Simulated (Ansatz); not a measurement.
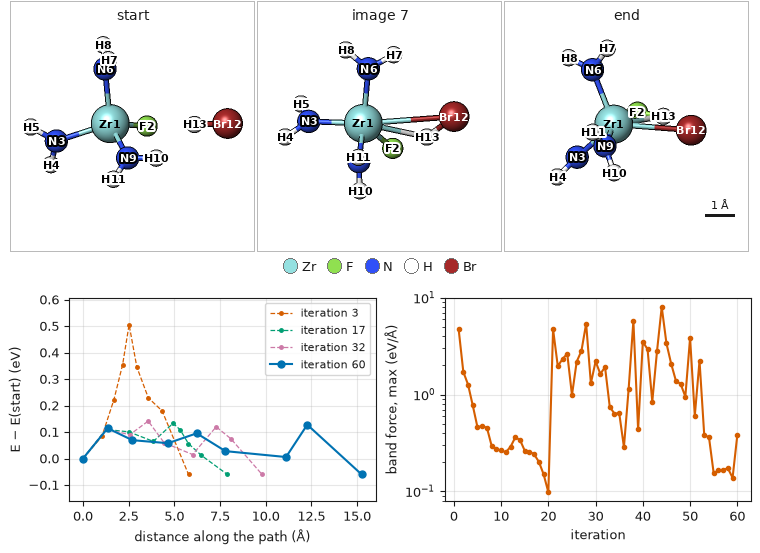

A nudged-elastic-band calculation for ZrN3H7BrF. Images are numbered from 0 (start) to 8 (end). The plot follows the band through its iterations. The picture is a ball-and-stick view, seen face on.

Level of theory: Ansatz, RKS PBE/def2-SVP. Settings: 7 movable images; climbing image; force threshold 0.05 eV/Å; iteration limit 60; starting path through a guess of the saddle point.

Q: Did the band converge, and can the barrier be trusted?

A: The result isn't final. The band hadn't converged when the run stopped after 60 iterations. The largest component of the band force went from 4.8 to 0.38 eV/Å. The barrier read from it is provisional, though the highest image hardly moved in the last two iterations. The first iteration put the highest image at 2.648 eV. Forward barrier 0.128 eV, backward barrier 0.188 eV, with image 7 at the top; the reaction energy is −0.060 eV. The profile has 3 maxima (images 1, 4, 7) with a dip at image 3, 6 (+0.058 eV, +0.006 eV), which on an unconverged band is provisional.

The run took 14 min on 4 threads of Arm Neoverse V2, with other jobs on the host, peak memory 0.26 GiB.
